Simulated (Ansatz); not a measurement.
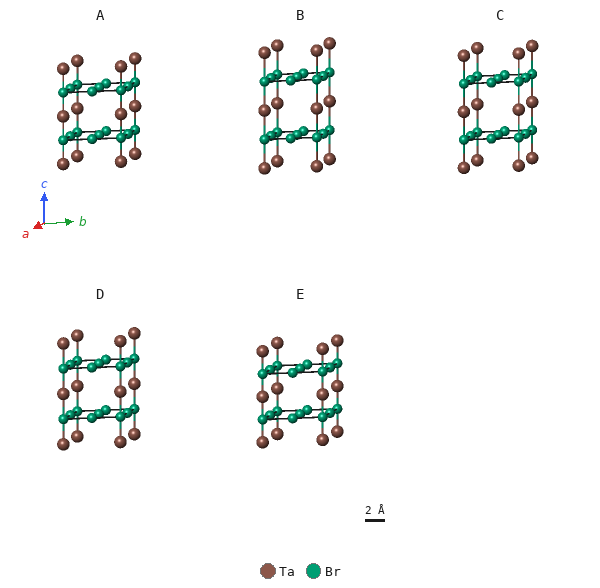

5 geometries from one relaxation of solid TaBr₄ (a generated structure, set up in P6/mmm) (coarse preliminary run), in shuffled order. The picture is a ball-and-stick view of the cell of the calculation, seen slightly off an axis.

Method: DFT PBE, scalar-relativistic, plane waves, PAW in Ansatz 0.2.0. (plane-wave cutoff 420 eV; k-point mesh 3 × 3 × 4; occupations gaussian; smearing width 0.1 eV; collinear spin; cell and atoms relaxed; force threshold 0.04 eV/Å; at most 70 steps)

Order the frames from highest to lowest energy.

B, C, D, A, E. They are steps 0, 1, 3, 4, 8, at +696 meV per atom, +475 meV per atom, +168 meV per atom, +54.8 meV per atom relative to the last. The atoms keep their places relative to the cell (all moves are under 0.005 Å). The volume changes by +3.6 %, with a = b 5.766 → 6.616 Å (+14.7 %), c 6.172 → 4.859 Å (−21.3 %). Some distances before and after: Br–Ta 3.086 → 2.430 Å, Br–Br 2.883 → 3.308 Å. The space group stays P6/mmm (No. 191). After 6 accepted moves (8 points after the start) the energy has fallen by 696 meV per atom. All forces vanish by symmetry, so only the cell relaxes. The pressure goes from 4.59 to 0.08 GPa. The line search rejected the trial step at point 6 of the run. At 1 point the geometry stayed and the basis and grid were re-selected for the new cell (energy shift of 2.2 meV per atom at most each time).
